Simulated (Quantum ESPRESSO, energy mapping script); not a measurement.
**Fe: J from the energies of magnetic orders**

Aim: the exchange couplings of Fe from the energies of a few collinear orders, and the ordering temperature that they give.

Program: Quantum ESPRESSO 7.5. Level of theory: PBE, k-point spacing 0.5 1/Å; plane waves, collinear spin, no spin–orbit coupling. Results are calculated unless marked as measured.

The database entry behind the starting cell differs from later determinations by our own check (an axis about 0.7 % long against later determinations), so it need not match the best structure at ambient conditions.

### 1. Starting point

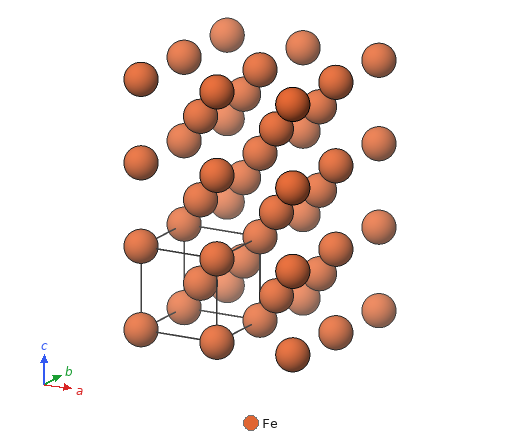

Start, viewed from a free direction; iron orange. 2×2×3 cells are drawn. This picture shows the conventional cell, with its axes. Some periodic images of atoms are drawn too.

Coordinates:

```cif
data_structure
_symmetry_space_group_name_H-M 'Im-3m'
_symmetry_Int_Tables_number 229
_cell_length_a 2.8860
_cell_length_b 2.8860
_cell_length_c 2.8860
_cell_angle_alpha 90.000
_cell_angle_beta 90.000
_cell_angle_gamma 90.000
_cell_volume 24.04
loop_
_atom_site_label
_atom_site_type_symbol
_atom_site_symmetry_multiplicity
_atom_site_Wyckoff_symbol
_atom_site_fract_x
_atom_site_fract_y
_atom_site_fract_z
_atom_site_occupancy
Fe1 Fe 2 a 0.00000 0.00000 0.00000 1
```

A plain semilocal functional is the cheapest rung. It tends to spread open shells too far. These runs use Quantum ESPRESSO. Settings are also changed on purpose: k-point spacing 0.5 1/Å.

### 2. Order 1: parallel, cell A of 2 atoms

Each cell gets its own parallel run on the same mesh, so that most of the mesh error cancels in the differences.

The potential files are GBRV's for PBE; pw.x takes the functional from them.

pw.in

```
&control
  calculation = 'scf'
  prefix = 'pw'
  outdir = './tmp/'
  pseudo_dir = './pseudo/'
  verbosity = 'low'
/
&system
  ibrav = 0
  nat = 2
  ntyp = 1
  ecutwfc = 45
  ecutrho = 360
  nbnd = 30
  occupations = 'smearing'
  smearing = 'fd'
  degauss = 0.00734986
  nspin = 2
  starting_magnetization(1) = 0.1750
/
&electrons
  conv_thr = 5.0e-09
  electron_maxstep = 120
  mixing_beta = 0.3
  mixing_mode = 'plain'
/
ATOMIC_SPECIES
  Fe 55.8450 Fe.upf
CELL_PARAMETERS angstrom
  -1.44300000 1.44300000 1.44300000
  1.44300000 -1.44300000 1.44300000
  2.88600000 2.88600000 0.00000000
ATOMIC_POSITIONS crystal
  Fe 0.00000000 0.00000000 0.00000000
  Fe 0.50000000 0.50000000 0.50000000
K_POINTS automatic
  6 6 4 0 0 0
```

Run with:

```console
> OMP_NUM_THREADS=1 mpirun -n 4 pw.x -nk 4 -in pw.in > pw.out
```

Log:

```text
Program PWSCF v.7.5 starts
[...]
unit-cell volume          =     162.2130 (a.u.)^3
     number of atoms/cell      =            2
[...]
number of electrons       =        32.00
     number of Kohn-Sham states=           30
     kinetic-energy cutoff     =      45.0000  Ry
     charge density cutoff     =     360.0000  Ry
     scf convergence threshold =      5.0E-09
[...]
Exchange-correlation=  SLA  PW   PBX  PBC
[...]
atomic species   magnetization
[...]
8 Sym. Ops., with inversion, found
[...]
number of k points=    39  Fermi-Dirac smearing, width (Ry)=  0.0073
[...]
iteration #  1     ecut=    45.00 Ry     beta= 0.30
[...]
total energy              =    -499.70464443 Ry
     estimated scf accuracy    <       4.79591435 Ry
     total magnetization       =     4.07 Bohr mag/cell
     absolute magnetization    =     4.08 Bohr mag/cell
     iteration #  2     ecut=    45.00 Ry     beta= 0.30
[...]
total energy              =    -500.66812982 Ry
     estimated scf accuracy    <       0.10842778 Ry
     total magnetization       =     4.89 Bohr mag/cell
     absolute magnetization    =     4.98 Bohr mag/cell
     iteration #  3     ecut=    45.00 Ry     beta= 0.30
[...]
total energy              =    -500.69313495 Ry
     estimated scf accuracy    <       0.00704650 Ry
     total magnetization       =     4.68 Bohr mag/cell
     absolute magnetization    =     4.82 Bohr mag/cell
     iteration #  4     ecut=    45.00 Ry     beta= 0.30
[...]
total energy              =    -500.69508336 Ry
     estimated scf accuracy    <       0.00709783 Ry
     total magnetization       =     4.65 Bohr mag/cell
     absolute magnetization    =     4.90 Bohr mag/cell
     iteration #  5     ecut=    45.00 Ry     beta= 0.30
[...]
total energy              =    -500.69517956 Ry
     estimated scf accuracy    <       0.00338473 Ry
     total magnetization       =     4.63 Bohr mag/cell
     absolute magnetization    =     4.89 Bohr mag/cell
     iteration #  6     ecut=    45.00 Ry     beta= 0.30
[...]
total energy              =    -500.69563405 Ry
     estimated scf accuracy    <       0.00054326 Ry
     total magnetization       =     4.60 Bohr mag/cell
     absolute magnetization    =     4.87 Bohr mag/cell
     iteration #  7     ecut=    45.00 Ry     beta= 0.30
[...]
total energy              =    -500.69580916 Ry
     estimated scf accuracy    <       0.00007494 Ry
     total magnetization       =     4.61 Bohr mag/cell
     absolute magnetization    =     4.90 Bohr mag/cell
     iteration #  8     ecut=    45.00 Ry     beta= 0.30
[...]
total energy              =    -500.69582504 Ry
     estimated scf accuracy    <       0.00000177 Ry
     total magnetization       =     4.60 Bohr mag/cell
     absolute magnetization    =     4.90 Bohr mag/cell
     iteration #  9     ecut=    45.00 Ry     beta= 0.30
[...]
total energy              =    -500.69582618 Ry
     estimated scf accuracy    <       0.00000067 Ry
     total magnetization       =     4.61 Bohr mag/cell
     absolute magnetization    =     4.91 Bohr mag/cell
     iteration # 10     ecut=    45.00 Ry     beta= 0.30
[...]
total energy              =    -500.69582586 Ry
     estimated scf accuracy    <       0.00000136 Ry
     total magnetization       =     4.61 Bohr mag/cell
     absolute magnetization    =     4.91 Bohr mag/cell
     iteration # 11     ecut=    45.00 Ry     beta= 0.30
[...]
total energy              =    -500.69582619 Ry
     estimated scf accuracy    <       0.00000005 Ry
     total magnetization       =     4.61 Bohr mag/cell
     absolute magnetization    =     4.91 Bohr mag/cell
     iteration # 12     ecut=    45.00 Ry     beta= 0.30
[...]
Magnetic moment per site  (integrated on atomic sphere of radius R)
     atom   1 (R=0.413)  charge= 14.4364  magn=  2.3711
     atom   2 (R=0.413)  charge= 14.4364  magn=  2.3711
     End of self-consistent calculation
 ------ SPIN UP ------------
          k = 0.0000 0.0000 0.0000 (   801 PWs)   bands (ev):
   -71.1197 -71.0580 -37.2954 -37.0717 -36.9571 -36.9566 -36.9440 -36.9434
     8.7847  12.2959  13.7315  14.7097  14.7253  14.7267  15.9166  15.9171
    15.9511  16.0877  17.1924  17.4397  23.7805  34.5603  36.1007  39.4953
    40.8623  40.8629  40.8649  43.0168  46.0188  46.0190
          k = 0.1083 0.1083 0.0000 (   812 PWs)   bands (ev):
   -71.1107 -71.0671 -37.2466 -37.0549 -37.0074 -36.9736 -36.9439 -36.9434
     9.3945  12.1773  13.8688  14.5717  14.6995  15.0228  15.5785  15.7874
    15.9305  16.0086  16.0507  16.7657  26.7149  35.2959  37.1442  37.6468
    39.6088  39.8785  40.5107  42.9576  43.6921  44.5087
          k =-0.2165-0.2165 0.0000 (   812 PWs)   bands (ev):
   -71.0889 -71.0889 -37.1278 -37.1277 -37.0144 -37.0143 -36.9437 -36.9437
[...]
k =-0.2165 0.2165-0.4330 (   836 PWs)   bands (ev):
[...]
35.6956  35.6956  42.3217  42.3217  45.3568  45.3568
          k =-0.1083 0.3248-0.4330 (   824 PWs)   bands (ev):
[...]
k =-0.4330 0.0000-0.4330 (   840 PWs)   bands (ev):
[...]
k =-0.0000 0.0000 0.2887 (   822 PWs)   bands (ev):
[...]
k = 0.1083 0.1083 0.2887 (   821 PWs)   bands (ev):
[...]
k =-0.2165-0.2165 0.2887 (   820 PWs)   bands (ev):
[...]
k = 0.0722-0.0722 0.4330 (   831 PWs)   bands (ev):
[...]
k = 0.1804 0.0361 0.4330 (   831 PWs)   bands (ev):
[...]
k =-0.1443-0.2887 0.4330 (   824 PWs)   bands (ev):
[...]
k =-0.2887 0.2887-0.2887 (   828 PWs)   bands (ev):
[...]
k =-0.1804 0.3969-0.2887 (   840 PWs)   bands (ev):
[...]
k =-0.5052 0.0722-0.2887 (   830 PWs)   bands (ev):
[...]
k =-0.2165 0.2165-0.1443 (   829 PWs)   bands (ev):
[...]
k =-0.1083 0.3248-0.1443 (   827 PWs)   bands (ev):
[...]
k =-0.4330 0.0000-0.1443 (   826 PWs)   bands (ev):
[...]
k =-0.1443 0.1443 0.0000 (   834 PWs)   bands (ev):
[...]
k =-0.0361 0.2526 0.0000 (   822 PWs)   bands (ev):
[...]
k =-0.3608-0.0722 0.0000 (   824 PWs)   bands (ev):
[...]
k =-0.0000 0.0000 0.5774 (   834 PWs)   bands (ev):
[...]
k = 0.1083 0.1083 0.5774 (   836 PWs)   bands (ev):
[...]
k =-0.2165-0.2165 0.5774 (   840 PWs)   bands (ev):
[...]
k =-0.3608 0.3608-0.1443 (   830 PWs)   bands (ev):
[...]
k = 0.0000 0.0000-0.8660 (   838 PWs)   bands (ev):
[...]
k = 0.1083 0.1083-0.8660 (   838 PWs)   bands (ev):
[...]
k =-0.2165-0.2165-0.8660 (   832 PWs)   bands (ev):
[...]
------ SPIN DOWN ----------
          k = 0.0000 0.0000 0.0000 (   801 PWs)   bands (ev):
[...]
k = 0.1083 0.1083 0.0000 (   812 PWs)   bands (ev):
[...]
k =-0.2165-0.2165 0.0000 (   812 PWs)   bands (ev):
[...]
k = 0.0722-0.0722 0.1443 (   820 PWs)   bands (ev):
[...]
k = 0.1804 0.0361 0.1443 (   817 PWs)   bands (ev):
[...]
k =-0.1443-0.2887 0.1443 (   822 PWs)   bands (ev):
[...]
k = 0.1443-0.1443 0.2887 (   817 PWs)   bands (ev):
[...]
k = 0.2526-0.0361 0.2887 (   816 PWs)   bands (ev):
[...]
k =-0.0722-0.3608 0.2887 (   826 PWs)   bands (ev):
[...]
k =-0.0000 0.0000 0.2887 (   822 PWs)   bands (ev):
[...]
k = 0.1083 0.1083 0.2887 (   821 PWs)   bands (ev):
[...]
k =-0.2165-0.2165 0.2887 (   820 PWs)   bands (ev):
[...]
k = 0.0722-0.0722 0.4330 (   831 PWs)   bands (ev):
[...]
k = 0.1804 0.0361 0.4330 (   831 PWs)   bands (ev):
[...]
k =-0.1443-0.2887 0.4330 (   824 PWs)   bands (ev):
[...]
k =-0.1443 0.1443 0.0000 (   834 PWs)   bands (ev):
[...]
k =-0.0361 0.2526 0.0000 (   822 PWs)   bands (ev):
[...]
k =-0.3608-0.0722 0.0000 (   824 PWs)   bands (ev):
[...]
k =-0.0000 0.0000 0.5774 (   834 PWs)   bands (ev):
[...]
k = 0.1083 0.1083 0.5774 (   836 PWs)   bands (ev):
[...]
k =-0.2165-0.2165 0.5774 (   840 PWs)   bands (ev):
[...]
k =-0.2526 0.4691-0.1443 (   824 PWs)   bands (ev):
[...]
k =-0.5774 0.1443-0.1443 (   840 PWs)   bands (ev):
[...]
k =-0.2887 0.2887-0.0000 (   824 PWs)   bands (ev):
[...]
k =-0.1804 0.3969-0.0000 (   827 PWs)   bands (ev):
[...]
35.1550  35.3797  35.5201  42.0696  43.6272  43.8888
          k =-0.5052 0.0722-0.0000 (   840 PWs)   bands (ev):
[...]
34.4493  34.4493  36.7069  36.7069  48.5249  48.5249
          k = 0.0000 0.0000-0.8660 (   838 PWs)   bands (ev):
[...]
33.0919  34.5475  36.7127  37.5280  40.1023  43.7188
          k = 0.1083 0.1083-0.8660 (   838 PWs)   bands (ev):
[...]
14.0763  14.5421  14.5469  16.0613  16.4109  18.2181  18.6294  18.7952
    19.4964  19.6992  20.5310  25.3050  25.3312  26.0698  27.9151  33.6007
    34.0549  34.3778  35.0401  39.4254  43.2254  44.7567
          k =-0.2165-0.2165-0.8660 (   832 PWs)   bands (ev):
   -68.0764 -68.0764 -34.3852 -34.3852 -34.2736 -34.2736 -34.2060 -34.2060
    14.7543  14.7543  15.2484  15.2484  17.1701  17.1701  17.8659  17.8659
    19.5973  19.5973  22.8855  22.8855  25.5019  25.5019  30.6831  30.6831
    34.0617  34.0617  39.2553  39.2553  44.0460  44.0460
     the Fermi energy is    16.9759 ev
!    total energy              =    -500.69582623 Ry
     estimated scf accuracy    <          9.5E-10 Ry
     smearing contrib. (-TS)   =      -0.00398631 Ry
     internal energy E=F+TS    =    -500.69183992 Ry
     The total energy is F=E-TS. E is the sum of the following terms:
     one-electron contribution =    -237.11683781 Ry
     hartree contribution      =     136.47771574 Ry
     xc contribution           =     -58.40015506 Ry
     ewald contribution        =    -341.65256279 Ry
     total magnetization       =     4.61 Bohr mag/cell
     absolute magnetization    =     4.91 Bohr mag/cell
     convergence has been achieved in  12 iterations
=------------------------------------------------------------------------------=
   JOB DONE.
=------------------------------------------------------------------------------=
```

Wall time 11 s (4 MPI ranks of Arm Neoverse V1, shared host); peak memory 0.29 GiB; 45 s of CPU time.

The run ends ferromagnetic.

### 3. Compensated +− start in cell A (2 atoms)

This order reverses 4 of the 8 neighbours at 2.50 Å, 4 of the 6 neighbours at 2.89 Å and 8 of the 12 neighbours at 4.08 Å, counted for an average magnetic atom.

Changes to pw.in since step 2:

```diff
@@ -10,6 +10,6 @@
   nat = 2
-  ntyp = 1
+  ntyp = 2
   ecutwfc = 45
   ecutrho = 360
-  nbnd = 30
+  nbnd = 27
   occupations = 'smearing'
@@ -19,2 +19,3 @@
   starting_magnetization(1) = 0.1750
+  starting_magnetization(2) = -0.1750
 /
@@ -27,3 +28,4 @@
 ATOMIC_SPECIES
-  Fe 55.8450 Fe.upf
+  Fe1 55.8450 Fe.upf
+  Fe2 55.8450 Fe.upf
 CELL_PARAMETERS angstrom
@@ -33,4 +35,4 @@
 ATOMIC_POSITIONS crystal
-  Fe 0.00000000 0.00000000 0.00000000
-  Fe 0.50000000 0.50000000 0.50000000
+  Fe1 0.00000000 0.00000000 0.00000000
+  Fe2 0.50000000 0.50000000 0.50000000
 K_POINTS automatic
```

Log:

```text
[banner, memory and clock lines left out]
Program PWSCF v.7.5 starts
[...]
unit-cell volume          =     162.2130 (a.u.)^3
     number of atoms/cell      =            2
[...]
number of electrons       =        32.00
     number of Kohn-Sham states=           27
     kinetic-energy cutoff     =      45.0000  Ry
     charge density cutoff     =     360.0000  Ry
     scf convergence threshold =      5.0E-09
[...]
Exchange-correlation=  SLA  PW   PBX  PBC
[...]
atomic species   magnetization
[...]
8 Sym. Ops., with inversion, found
[...]
number of k points=    39  Fermi-Dirac smearing, width (Ry)=  0.0073
[...]
iteration #  1     ecut=    45.00 Ry     beta= 0.30
[...]
total energy              =    -499.66552678 Ry
     estimated scf accuracy    <       4.89894738 Ry
     total magnetization       =     0.00 Bohr mag/cell
     absolute magnetization    =     3.92 Bohr mag/cell
     iteration #  2     ecut=    45.00 Ry     beta= 0.30
[...]
total energy              =    -500.64165761 Ry
     estimated scf accuracy    <       0.09430653 Ry
     total magnetization       =    -0.00 Bohr mag/cell
     absolute magnetization    =     4.75 Bohr mag/cell
     iteration #  3     ecut=    45.00 Ry     beta= 0.30
[...]
total energy              =    -500.65965253 Ry
     estimated scf accuracy    <       0.00715024 Ry
     total magnetization       =     0.00 Bohr mag/cell
     absolute magnetization    =     4.69 Bohr mag/cell
[...]
total energy              =    -500.66121037 Ry
[...]
iteration # 13     ecut=    45.00 Ry     beta= 0.30
[...]
total energy              =    -500.66121041 Ry
     estimated scf accuracy    <       0.00000001 Ry
     total magnetization       =     0.00 Bohr mag/cell
     absolute magnetization    =     4.56 Bohr mag/cell
     iteration # 14     ecut=    45.00 Ry     beta= 0.30
[...]
Magnetic moment per site  (integrated on atomic sphere of radius R)
     atom   1 (R=0.413)  charge= 14.4308  magn=  2.2097
     atom   2 (R=0.413)  charge= 14.4308  magn= -2.2097
     End of self-consistent calculation
 ------ SPIN UP ------------
          k = 0.0000 0.0000 0.0000 (   801 PWs)   bands (ev):
   -71.0752 -68.4161 -37.2601 -36.9287 -36.8665 -34.6248 -34.3261 -34.2880
     8.8458  12.7265  14.2036  15.2680  15.4681  15.9223  16.2628  16.4031
    17.4318  18.4783  18.6600  18.7308  24.5061  34.5662  36.3624  39.7645
    40.7078  40.7085  40.7519
[...]
k =-0.1443-0.2887 0.1443 (   822 PWs)   bands (ev):
[...]
k = 0.1443-0.1443 0.2887 (   817 PWs)   bands (ev):
[...]
k = 0.2526-0.0361 0.2887 (   816 PWs)   bands (ev):
[...]
k =-0.0722-0.3608 0.2887 (   826 PWs)   bands (ev):
[...]
k =-0.2165 0.2165-0.4330 (   836 PWs)   bands (ev):
[...]
k =-0.1083 0.3248-0.4330 (   824 PWs)   bands (ev):
[...]
k =-0.4330 0.0000-0.4330 (   840 PWs)   bands (ev):
[...]
k =-0.0000 0.0000 0.2887 (   822 PWs)   bands (ev):
[...]
k =-0.1443 0.1443 0.0000 (   834 PWs)   bands (ev):
[...]
k =-0.0361 0.2526 0.0000 (   822 PWs)   bands (ev):
[...]
k = 0.0000 0.0000-0.8660 (   838 PWs)   bands (ev):
[...]
k = 0.1083 0.1083-0.8660 (   838 PWs)   bands (ev):
[...]
k =-0.2165-0.2165-0.8660 (   832 PWs)   bands (ev):
[...]
------ SPIN DOWN ----------
[...]
k = 0.2526-0.0361 0.2887 (   816 PWs)   bands (ev):
[...]
k = 0.0722-0.0722 0.4330 (   831 PWs)   bands (ev):
[...]
k = 0.1804 0.0361 0.4330 (   831 PWs)   bands (ev):
[...]
k =-0.0361 0.2526 0.0000 (   822 PWs)   bands (ev):
[...]
k =-0.3608-0.0722 0.0000 (   824 PWs)   bands (ev):
[...]
k =-0.0000 0.0000 0.5774 (   834 PWs)   bands (ev):
[...]
k = 0.1083 0.1083 0.5774 (   836 PWs)   bands (ev):
[...]
k =-0.2165-0.2165 0.5774 (   840 PWs)   bands (ev):
[...]
k =-0.1804 0.3969-0.0000 (   827 PWs)   bands (ev):
[...]
k =-0.5052 0.0722-0.0000 (   840 PWs)   bands (ev):
[...]
k = 0.0000 0.0000-0.8660 (   838 PWs)   bands (ev):
[...]
k = 0.1083 0.1083-0.8660 (   838 PWs)   bands (ev):
[...]
33.7343  34.3047  34.6276
          k =-0.2165-0.2165-0.8660 (   832 PWs)   bands (ev):
[...]
13.0257  13.4200  14.7243  14.9932  15.1403  15.5835  17.0104  17.2468
    17.6238  19.3597  22.0705  22.5627  24.3585  25.3456  30.2600  30.4706
    33.2800  34.0971  38.8487
     the Fermi energy is    17.3911 ev
!    total energy              =    -500.66121043 Ry
     estimated scf accuracy    <          3.0E-10 Ry
     smearing contrib. (-TS)   =      -0.00756992 Ry
     internal energy E=F+TS    =    -500.65364052 Ry
     The total energy is F=E-TS. E is the sum of the following terms:
     one-electron contribution =    -236.92599845 Ry
     hartree contribution      =     136.25403705 Ry
     xc contribution           =     -58.32911633 Ry
     ewald contribution        =    -341.65256279 Ry
     total magnetization       =     0.00 Bohr mag/cell
     absolute magnetization    =     4.56 Bohr mag/cell
     convergence has been achieved in  14 iterations
```

It took 12 s on 4 MPI ranks; peak memory 0.3 GiB; 49 s of CPU time.

The run ends antiferromagnetic, 247.68 meV a magnetic atom above the parallel order of its cell (energies taken at zero occupation width, not the printed F).

### 4. Run 3 (parallel; cell B, 2 atoms)

A new cell needs its own zero of energy.

This run holds the same structure in another cell (a 2.499 → 2.886 Å, b 2.499 → 2.886 Å, c 4.081 → 2.886 Å, γ 109.5 → 90.0°).

pw.in

```
&control
  calculation = 'scf'
  prefix = 'pw'
  outdir = './tmp/'
  pseudo_dir = './pseudo/'
  verbosity = 'low'
/
&system
  ibrav = 0
  nat = 2
  ntyp = 1
  ecutwfc = 45
  ecutrho = 360
  nbnd = 30
  occupations = 'smearing'
  smearing = 'fd'
  degauss = 0.00734986
  nspin = 2
  starting_magnetization(1) = 0.1750
/
&electrons
  conv_thr = 5.0e-09
  electron_maxstep = 120
  mixing_beta = 0.3
  mixing_mode = 'plain'
/
ATOMIC_SPECIES
  Fe 55.8450 Fe.upf
CELL_PARAMETERS angstrom
  0.00000000 -2.88600000 0.00000000
  -2.88600000 0.00000000 0.00000000
  0.00000000 0.00000000 -2.88600000
ATOMIC_POSITIONS crystal
  Fe 0.50000000 0.50000000 0.50000000
  Fe 0.00000000 0.00000000 0.00000000
K_POINTS automatic
  5 5 5 0 0 0
```

Log:

```text
[banner, memory and clock lines left out]
Program PWSCF v.7.5 starts
[...]
unit-cell volume          =     162.2130 (a.u.)^3
     number of atoms/cell      =            2
[...]
number of electrons       =        32.00
     number of Kohn-Sham states=           30
     kinetic-energy cutoff     =      45.0000  Ry
     charge density cutoff     =     360.0000  Ry
[...]
internal energy E=F+TS    =    -500.68959686 Ry
     The total energy is F=E-TS. E is the sum of the following terms:
     one-electron contribution =    -237.02285188 Ry
     hartree contribution      =     136.37786374 Ry
     xc contribution           =     -58.39204593 Ry
     ewald contribution        =    -341.65256279 Ry
     total magnetization       =     4.66 Bohr mag/cell
     absolute magnetization    =     4.94 Bohr mag/cell
     convergence has been achieved in  12 iterations
[key lines of the parts left out:]
!    total energy              =    -500.69481281 Ry
the Fermi energy is    16.9294 ev
```

It took 3.7 s on 4 MPI ranks; peak memory 0.27 GiB.

The run ends ferromagnetic. For each magnetic atom its energy differs from the parallel run of the first cell by 11.08 meV, an error that one common reference would have brought in.

(Continued in part 2 of 2.)

[Logs and program files are shortened in this print: banners, set-up blocks, solver, clock and traceback lines can be left out without a mark of their own.]

[Logs are printed without paths, hosts, clocks, repeated set-up lines and the standing remarks that a program may print on its own settings, such as how far it seeks lower states.]

[Hosts, paths, dates, database ids (printed as entryN), source tags and the programs' standing remarks are cut or masked in the printed files.]

[Where a cell is said to come from a database of computed structures, the database is the Materials Project.]
